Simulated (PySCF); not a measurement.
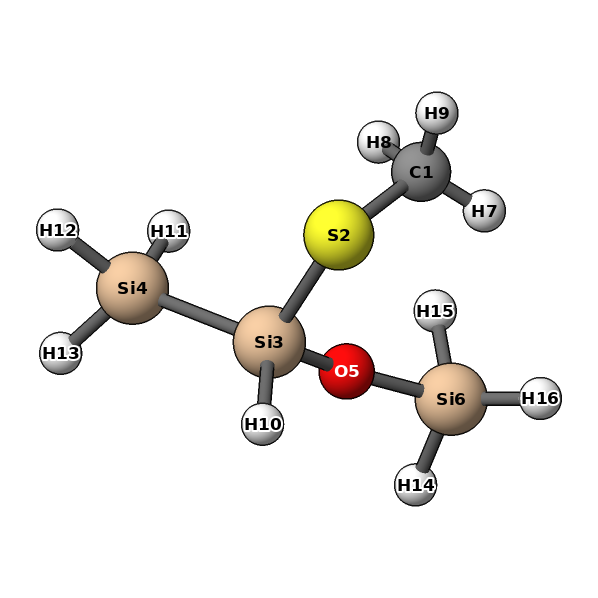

Geometry: a frame of a GFN2-xTB molecular-dynamics simulation, not a minimum. Method: GIAO PBE0/pcSseg-1 NMR shielding, non-relativistic, gas phase (PySCF 2.14.0). Principal shieldings σ11 ≤ σ22 ≤ σ33, span Ω = σ33 − σ11, skew κ = 3(σiso − σ22)/Ω.

Give the shielding tensors of the C atoms.

| atom | σ11 | σ22 | σ33 | σiso | Ω | κ |
| --- | --- | --- | --- | --- | --- | --- |
| C1 | 137.7 | 166.7 | 176.3 | 160.2 | 38.6 | −0.50 |

Shieldings and span in ppm.
